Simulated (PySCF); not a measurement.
CH₉NOSi₃ (SMILES O=C[SiH2]N([SiH3])[SiH3])

Input file:

```
{"job": {"kind": "uv", "xc": "wB97X-D", "basis": "def2-SVPD", "nstates": 8, "ntriplets": 3}, "charge": 0, "multiplicity": 1}
O      1.833607    -1.881663    -0.078100
C      2.295510    -0.775158    -0.203672
Si     1.214328     0.791522    -0.197774
N     -0.387701     0.218826     0.028032
Si    -0.773666    -1.509783     0.176159
Si    -1.694510     1.377286     0.110673
H      3.392591    -0.669391    -0.326245
H      1.703341     1.633092     0.900890
H      1.428257     1.455513    -1.489364
H     -2.238940    -1.497702     0.328893
H     -0.481442    -2.190762    -1.078867
H     -0.218718    -2.034282     1.417293
H     -2.361952     1.256790     1.406030
H     -2.630121     1.133616    -0.987176
H     -1.084998     2.700086    -0.028683
```

Command:

```sh
OMP_NUM_THREADS=1 python probes_run.py task.json out
```

Geometry: GFN2-xTB.

Computed with wB97X-D/def2-SVPD, SCF density, gas phase (PySCF 2.14.0).

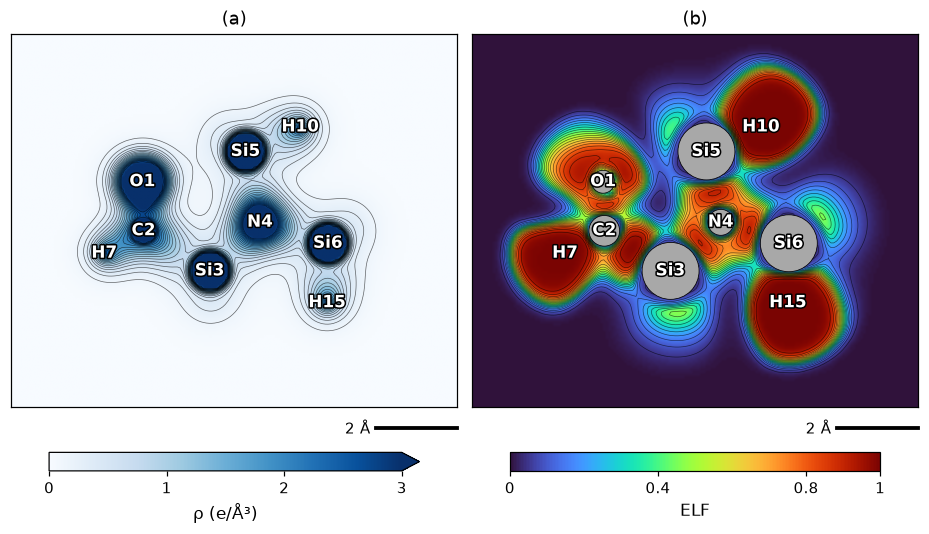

Figure 1. (a) total electron density; (b) electron localisation function on the plane of atoms N4, Si5 and H10. Grey discs cover the atomic cores in the ELF map.

Q: Read the bonding off the picture.

A: The plane passes through O, C, Si, N and H nuclei.
C–O (1.21 Å): the density is about 3.3 e/Å³ at the midpoint; the ELF peaks at about 0.85 between the atoms: a multiple bond.
Si–N (1.72 Å): ρ at the midpoint is about 1.1 e/Å³; the ELF peaks at about 0.90 between the atoms; a polar covalent bond.
C–Si (1.90 Å): the density is about 0.96 e/Å³ at the midpoint; the ELF peaks at about 1 between the atoms, as expected for a shared electron pair.
C–H (1.11 Å): the density is about 2 e/Å³ at the midpoint; the ELF climbs to about 1 towards the hydrogen, as it does in any bond to H; a covalent bond by its length.
Si–N (1.78 Å): the density is about 0.96 e/Å³ at the midpoint; the ELF peaks at about 0.90 between the atoms (a polar covalent bond).
The ELF also peaks beside O1, away from the bonds: lone-pair regions.

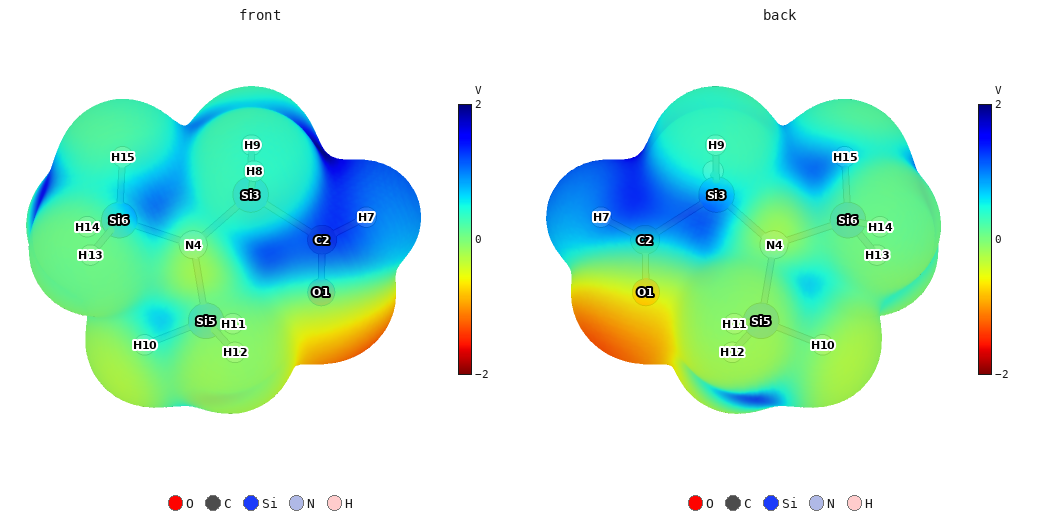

Figure 2. The electrostatic potential painted on the density surface at 0.002 e/bohr³, seen from the front and from behind; red is negative and blue positive.

Q: Which sites attract a positive test charge, and which a negative one?

A: A positive charge is drawn to the negative regions and a negative charge to the positive ones. The most negative region (about −1.3 V, or −30 kcal/mol for a unit charge) lies over O1, the most positive (about +1.8 V, or +42 kcal/mol for a unit charge) over Si3. O1 is the likeliest acceptor of a hydrogen bond.
